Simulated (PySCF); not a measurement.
System: C$_{3}$H$_{11}$B$_{2}$NSi.

```xyz
18

B    -3.3836   -0.3892   -0.2655
N    -2.0370   -0.0688   -0.0260
B    -0.8928   -0.8891   -0.1647
C     0.5414   -0.3140    0.1695
C     1.7170   -0.8525   -0.6948
Si    2.4819    0.8899   -0.8030
C     0.7697    1.2123   -0.0235
H    -3.6548   -1.4632   -0.6402
H    -4.2092    0.4250   -0.0889
H    -1.8527    0.8757    0.2909
H    -1.0373   -1.9984   -0.5136
H     0.7601   -0.5571    1.2161
H     1.3666   -1.2417   -1.6495
H     2.2887   -1.6447   -0.2168
H     2.7418    1.4478   -2.1310
H     3.6188    1.1363    0.0879
H     0.0534    1.6475   -0.7207
H     0.7193    1.7906    0.8974
```

Geometry: GFN2-xTB.

All numbers below come from PySCF 2.14.0, CAM-B3LYP/def2-SVPD, SCF density, gas phase.

**Predict the electron density and electron localisation function between the atoms.**

B–N (1.40 Å): ρ at the midpoint is about 1.9 e/Å³; the ELF peaks at about 0.95 between the atoms, as expected for a short, strongly polar bond.
C–B (1.58 Å): the density is about 1.4 e/Å³ at the midpoint; the ELF peaks at about 1 between the atoms: a covalent bond.
N–H (1.01 Å): ρ is about 2.8 e/Å³ halfway; the ELF climbs to about 1 towards the hydrogen, as it does in any bond to H: an ordinary covalent bond to hydrogen.

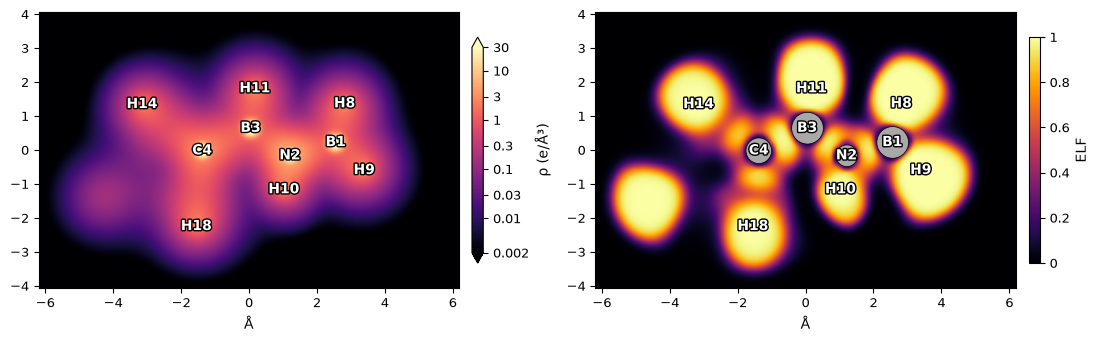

Computed electron density and electron localisation function on the plane of atoms N2, B3 and H11, in this order. Grey discs cover the atomic cores in the ELF map. 
